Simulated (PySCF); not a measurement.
Consider C₈H₉O₂P (SMILES CC(=O)c1pcoc1C1CC1).

Input

```
{"job": {"kind": "nmr", "xc": "PBE0", "basis": "pcSseg-1"}, "charge": 0, "multiplicity": 1}
C      3.376422     0.019046    -0.103979
C      1.959779    -0.483286     0.019231
O      1.704192    -1.650607     0.232204
C      0.930369     0.545346    -0.138321
P      1.271408     2.266155    -0.468773
C     -0.410793     2.519302    -0.456748
O     -1.168738     1.434320    -0.230177
C     -0.433724     0.336892    -0.052972
C     -1.141378    -0.916600     0.203916
C     -2.477010    -1.151595    -0.461979
C     -2.424612    -0.883813     1.000649
H      4.072579    -0.806374     0.019549
H      3.565285     0.775982     0.655628
H      3.518475     0.477803    -1.081010
H     -0.958078     3.433673    -0.605513
H     -0.478564    -1.759421     0.334706
H     -2.852358    -0.373436    -1.108993
H     -2.690683    -2.152462    -0.802937
H     -2.766871     0.076681     1.355234
H     -2.600850    -1.696926     1.687250
```

Run with:

```sh
OMP_NUM_THREADS=1 python probes_run.py task.json out
```

Geometry: GFN2-xTB.

Computed with PySCF, PBE0/pcSseg-1, SCF density, gas phase, non-relativistic.

**Predict the electron density and electron localisation function between the atoms.**

C–O (1.21 Å): ρ at the midpoint is about 3.3 e/Å³; the ELF peaks at about 0.85 between the atoms; a multiple bond.
C–C (1.38 Å): ρ is about 2.1 e/Å³ halfway; the ELF peaks at about 0.95 between the atoms (a covalent bond).
C–P (1.70 Å): ρ at the midpoint is about 1.3 e/Å³; the ELF peaks at about 0.95 between the atoms, as expected for a covalent bond.
C–H (1.08 Å): ρ is about 2.1 e/Å³ halfway; the ELF climbs to about 1 towards the hydrogen, as it does in any bond to H: an ordinary covalent bond to hydrogen.

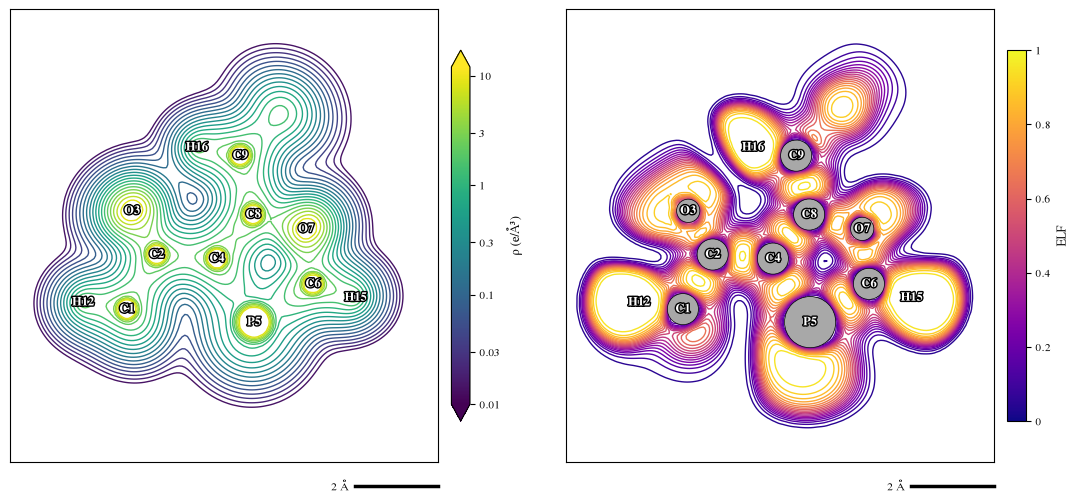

Computed electron density and electron localisation function on the plane of atoms C1, C2 and C4, in this order. Grey discs cover the atomic cores in the ELF map. 
